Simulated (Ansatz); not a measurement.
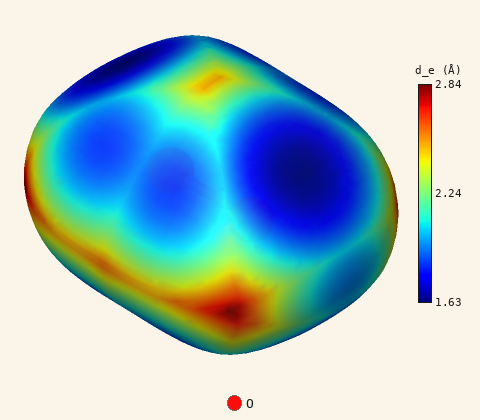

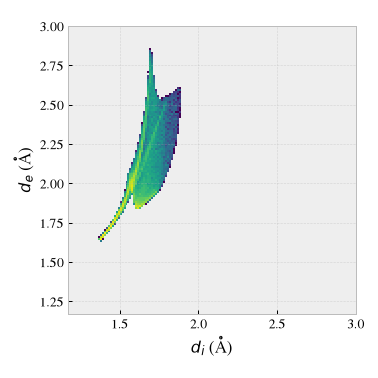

Hirshfeld surface computed for one O$_{2}$ unit (covalently bonded non-metal atoms) in RbO4 (P4/mmm), coloured by d_e. The second picture is its fingerprint plot, coloured by area on a logarithmic scale (dark little, yellow much).

The surface is where the fragment's share of the procrystal density (the sum of the densities of spherically averaged neutral Hartree-Fock atoms) equals one half. d_i and d_e are the distances from the surface to the nearest nucleus inside and outside. From Rb on the atoms have core potentials, so only their outer electrons count.

Origin of the cell: the geometry relaxed with Ansatz 0.2.0, DFT PBE, scalar-relativistic, plane waves, PAW; the starting structure was generated, so it need not be a known form of this composition.

Space group P4/mmm (No. 123). a = 4.885 Å, b = 4.885 Å, c = 4.797 Å, α = 90.00°, β = 90.00°, γ = 90.00°
```json
{"atom": "Rb", "site": "1a", "symmetry": "4/mmm", "x": "0.0000", "y": "0.0000", "z": "0.0000"}
{"atom": "O", "site": "4i", "symmetry": "2mm.", "x": "0.5000", "y": "0.0000", "z": "0.3673"}
```

> What is the shortest distance from the fragment to an atom outside it?

O–Rb, 3.01 Å.

> How is the surface shared among contacts (nearest atom inside ··· nearest atom outside)?

O···O 59 %, O···Rb 41 %. The surface faces 14 neighbours with more than 2 % of its area each: 10 O + 4 Rb.

> Give the size and shape of the surface.

It encloses about 27.9 Å³, has an area of about 45 Å² and a globularity of 0.98 (1 for a sphere).

> Where does the fingerprint reach closest to the origin?

The smallest d_i + d_e is about 3.0 Å, which belongs to the shortest contact, O···Rb at 3.01 Å; d_e runs from 1.63 to 2.84 Å.
